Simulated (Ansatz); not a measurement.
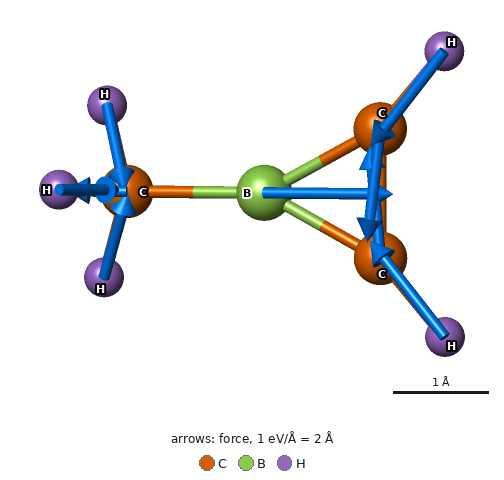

Starting geometry of C₃H₅B with the computed forces as blue arrows. The picture is a ball-and-stick view, seen at a tilt.

The start comes from PBE-D4/def2-SVP.

Method: Ansatz, RKS PBE0-D4/def2-TZVP.

The input:
```yaml
crystal:
  periodic: [false, false, false]
  atoms:
    - {symbol: C, position_ang: [0.392116, 1.203226, -0.777527]}
    - {symbol: B, position_ang: [0.010828, -0.058021, 0.055979]}
    - {symbol: C, position_ang: [0.183540, -1.482992, 0.466971]}
    - {symbol: C, position_ang: [-0.851432, -0.795273, 1.027295]}
    - {symbol: H, position_ang: [-0.189696, 1.178834, -1.725561]}
    - {symbol: H, position_ang: [0.124350, 2.149640, -0.265369]}
    - {symbol: H, position_ang: [1.463194, 1.228850, -1.062495]}
    - {symbol: H, position_ang: [0.619337, -2.494193, 0.513951]}
    - {symbol: H, position_ang: [-1.663736, -0.976370, 1.749554]}
basis:
  gaussian: {orbitals: def2-TZVP}
hamiltonian: {xc: pbe0, dispersion: d4}
relax: {f_tol: 0.005, max_steps: 150}
```

Run as
```bash
ansatz run in.yaml --threads 2 --pin off --events-out ev --progress --plain --max-ram 4352MiB
```

Q: Is this structure relaxed? If not, where do the atoms go?

A: It isn't relaxed: the largest force vector, on B2, is 0.74 eV/Å. The final displacements follow the starting forces only in part (cosine between the two patterns 0.75). The energy falls by 4.52 kJ/mol in 3 geometry steps. Largest force component: 0.6 eV/Å at the start, 0.0049 eV/Å at the end. The largest move after the best rigid fit is that of H8, 0.035 Å. Largest moves by element: H 0.035 Å, C 0.016 Å, B 0.006 Å. Some distances before and after: C3–H8 1.102 → 1.082 Å, B2–C3 1.493 → 1.473 Å, C3–C4 1.363 → 1.346 Å, C1–H6 1.109 → 1.092 Å. The run took 9.5 s on 2 threads of Intel Xeon Platinum 8375C @ 2.90GHz (shared host).
